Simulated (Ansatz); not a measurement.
```yaml
atoms:
  - { symbol: B, position_ang: [-1.3699, 0.2295, -0.5868] }
  - { symbol: Cl, position_ang: [0.9879, -1.2734, -2.6402] }
  - { symbol: Si, position_ang: [0.3783, -0.7737, -0.8135] }
  - { symbol: H, position_ang: [-2.3629, -0.4080, -0.4479] }
  - { symbol: H, position_ang: [-1.3358, 1.4170, -0.6043] }
  - { symbol: H, position_ang: [1.3079, -1.2058, 0.2526] }
```

Geometry: B3LYP/6-31G*.

Computed with Ansatz, isolated molecule in a Gaussian basis; Kohn-Sham density functional theory, functional PBE0.

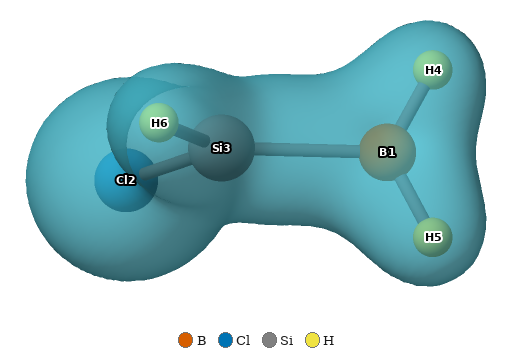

BClH₃Si (SMILES B[SiH+]Cl) (charge +1). Isosurface of the electron density at 0.2 e/Å³ (cyan), seen from one side.

Question: Which contacts does the surface bridge?

Answer: At this value the surface is in one piece. It bridges the sampled Si–Cl (1.99 Å), Si–B (2.03 Å), B–H (1.19 Å) and Si–H (1.48 Å) contacts, where the density stays above the isovalue. On the grid the lowest density along these lines, outside the cores, is 0.78 e/Å³ (Si–Cl, 1.99 Å), 0.8 e/Å³ (Si–B, 2.03 Å), 1.3 e/Å³ (B–H, 1.19 Å) and 0.88 e/Å³ (Si–H, 1.48 Å).
